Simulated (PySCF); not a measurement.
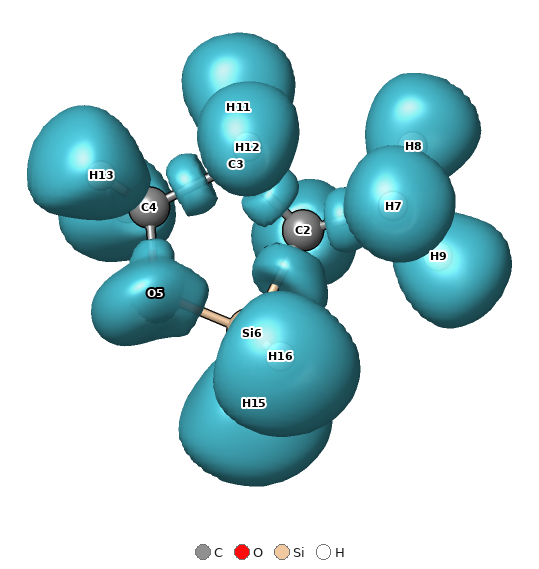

Figure 1: C₄H₁₀OSi. Isosurface of the electron localisation function at 0.75 (cyan), seen across its widest extent. Only the valence region is drawn (cores and ρ < 0.01 e/Å³ removed).

Geometry: GFN2-xTB.

Method: PBE0/pcSseg-1, SCF density, gas phase, non-relativistic (PySCF).

```yaml
atoms:
  - { symbol: C, position_ang: [-1.8895, -0.5592, -0.1700] }
  - { symbol: C, position_ang: [-0.4800, -0.0856, -0.4931] }
  - { symbol: C, position_ang: [0.5946, -0.9511, 0.1734] }
  - { symbol: C, position_ang: [1.8789, -0.1255, 0.2062] }
  - { symbol: O, position_ang: [1.5611, 1.2162, 0.5050] }
  - { symbol: Si, position_ang: [0.0303, 1.6504, 0.1298] }
  - { symbol: H, position_ang: [-2.0748, -0.5145, 0.9011] }
  - { symbol: H, position_ang: [-2.0413, -1.5868, -0.5004] }
  - { symbol: H, position_ang: [-2.6230, 0.0710, -0.6674] }
  - { symbol: H, position_ang: [-0.3433, -0.1385, -1.5784] }
  - { symbol: H, position_ang: [0.7547, -1.8989, -0.3424] }
  - { symbol: H, position_ang: [0.2895, -1.1651, 1.1999] }
  - { symbol: H, position_ang: [2.5788, -0.4825, 0.9667] }
  - { symbol: H, position_ang: [2.3800, -0.1542, -0.7683] }
  - { symbol: H, position_ang: [0.0360, 2.6651, -0.9191] }
  - { symbol: H, position_ang: [-0.6596, 2.0682, 1.3456] }
```

**Where are the electrons localised?**

At this value the surface marks out three regions between bonded C–C atoms (shared pairs), one region between bonded C–Si atoms (shared pairs), ten regions around hydrogen nuclei and one region on O in which the atom's valence shell and bonds are merged. Profiles from the grid: C–O (1.41 Å): the ELF peaks at about 0.90 between the atoms; a polar covalent bond. C–C (1.52 Å): the ELF peaks at about 0.95 between the atoms (localised, covalent bonding).
